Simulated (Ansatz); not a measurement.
Si2H6: several calculations on one system

**1. Relaxation**

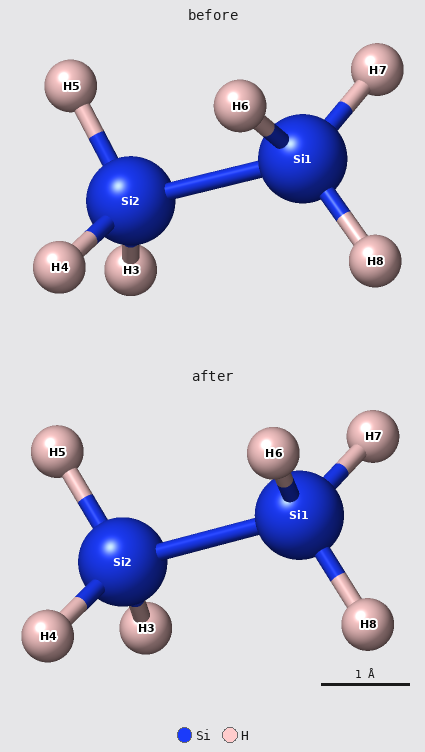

The structure of Si$_{2}$H$_{6}$ before (top) and after (bottom) a relaxation, at one scale.

The picture is a ball-and-stick view, seen at a tilt.

The run prepares an end point of a later path (reaction) calculation, from a guessed geometry.

Theory: RKS PBE0-D4/cc-pVDZ (Ansatz). Settings: no spin polarisation; force threshold 0.03 eV/Å; at most 50 steps.

> What changed between the two?

The atom that moves furthest after the best rigid fit is H6 (0.48 Å). Largest moves by element: H 0.48 Å, Si 0.11 Å. Near-neighbour distances that change, for instance: Si1–Si2 2.244 → 2.349 Å, Si1–H6 1.468 → 1.499 Å, Si1–H7 1.494 → 1.499 Å. Bond angles that change, for instance: Si2–Si1–H6 90.0° → 109.6°, Si1–Si2–H3 119.1° → 110.8°, Si2–Si1–H8 116.4° → 110.5°. After 3 geometry steps the energy has fallen by 5.26 kcal/mol. Largest force component: 1.4 eV/Å at the start, 0.02 eV/Å at the end. The run took 7.2 s on 1 thread of Intel(R) Xeon(R) Platinum 8488C (Sapphire Rapids) (shared host), peak memory 0.14 GiB.

**2. Relaxation**

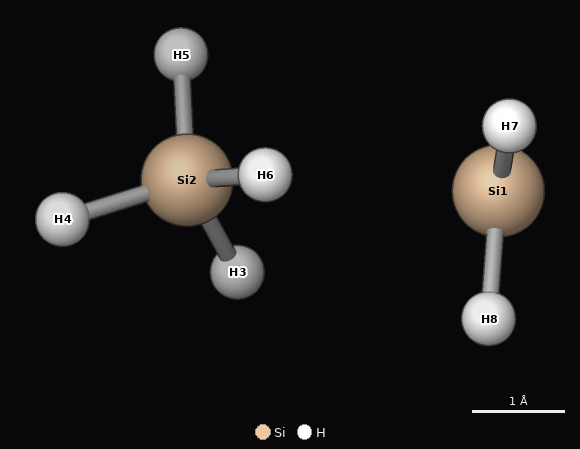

This is the input geometry for a relaxation of Si₂H₆. Style: ball-and-stick. Shown at a tilt.

The run prepares an end point of a later path (reaction) calculation, from a guessed geometry.

The calculation used RKS PBE0-D4/cc-pVDZ in Ansatz.

The input:
```yaml
crystal:
  periodic: [false, false, false]
  atoms:
    - { symbol: Si, position_ang: [-1.015874, 0.380578, -0.110316] }
    - { symbol: Si, position_ang: [1.504953, -0.043263, 2.161249] }
    - { symbol: H, position_ang: [0.321124, -0.813154, 2.661251] }
    - { symbol: H, position_ang: [2.775712, -0.754275, 2.521151] }
    - { symbol: H, position_ang: [1.512212, 1.349754, 2.708046] }
    - { symbol: H, position_ang: [1.489221, 0.021366, 0.682908] }
    - { symbol: H, position_ang: [-0.215324, 0.933437, -1.313363] }
    - { symbol: H, position_ang: [-0.849823, -1.074444, -0.617027] }
basis:
  gaussian: { orbitals: cc-pVDZ }
hamiltonian:
  xc: pbe0
  dispersion: d4
relax:
  f_tol: 0.03
  max_steps: 50
output:
  orbitals: {}
```

Run as
```bash
ansatz run input.yaml --threads 1 --pin off --max-ram 2048MiB --backend cpu --events-out ev --progress --plain --runs-dir out
```

> Predict the outcome.

The atom that moves furthest after the best rigid fit is H6 (2.04 Å). By element the largest moves are H 2.04 Å, Si 1.34 Å. Among the contacts that change: Si2–H6 1.480 → 3.194 Å, Si1–H6 2.652 → 1.500 Å, Si1–Si2 3.420 → 2.348 Å, Si1–H7 1.547 → 1.500 Å. New bonds form, among them: Si1–H6 (2.65 → 1.50 Å), Si1–Si2 (3.42 → 2.35 Å). Bonds break, among them: Si2–H6 (1.48 → 3.19 Å). Bond angles that change, for instance: H7–Si1–H8 91.5° → 108.7°, H3–Si2–H5 111.1° → 108.7°. The energy falls by 233.0 kJ/mol in 20 accepted moves (21 points after the start). Largest force component: 0.69 eV/Å at the start, 0.0016 eV/Å at the end. The line search rejected the trial step at point 7 of the run. The forces were under the threshold at step 17, but the run went on from there.

The structure at the end:

```xyz
8

Si    0.2336   -0.0814    0.0082
Si    1.1470    0.0813    2.1652
H     0.7588   -1.1139    2.9837
H     2.6435    0.1478    2.0911
H     0.6436    1.3172    2.8496
H     0.7618   -1.3000   -0.6884
H     0.5949    1.1293   -0.7999
H    -1.2609   -0.1802    0.0845
```

After the run, drawn alike:

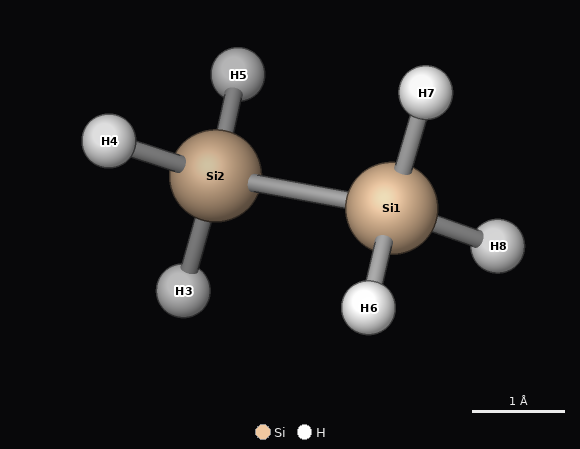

Limits of the set-up: the start holds two separate molecules, 2.7 Å apart at their closest, whose relative position is a soft coordinate.

**3. Path**

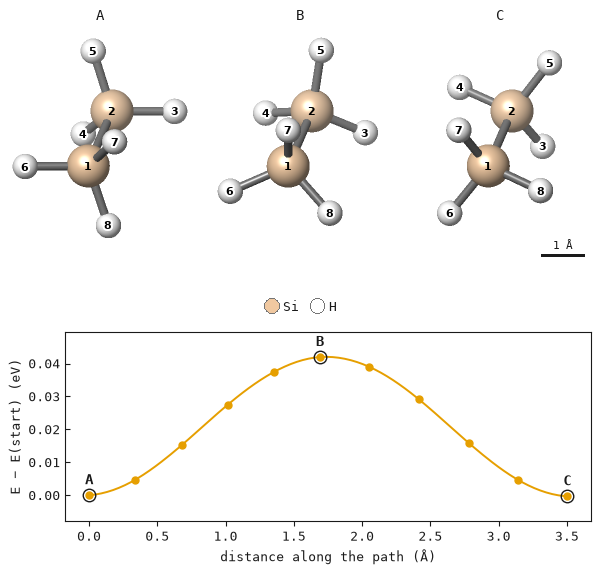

A search for the minimum-energy path of Si₂H₆ by the nudged elastic band. Images are numbered from 0 (start) to 10 (end). Frames A to C are images 0, 5, 10. Style: ball-and-stick. Shown from a free direction.

All numbers below come from RKS PBE0-D4/cc-pVDZ (Ansatz 0.2.0). Settings: 9 movable images; climbing image; force threshold 0.05 eV/Å; iteration limit 60; starting path through a guess of the saddle point.

**Read off the barrier and say what moves.**

The two ends have nearly the same energy, and the highest point, image 5, lies 0.042 eV above the start. No bond forms or breaks between the ends. The band converged in 10 iterations, with a climbing image at the top. At the top, the vibrational analysis gives one imaginary mode (122i cm⁻¹), as a transition state must have.
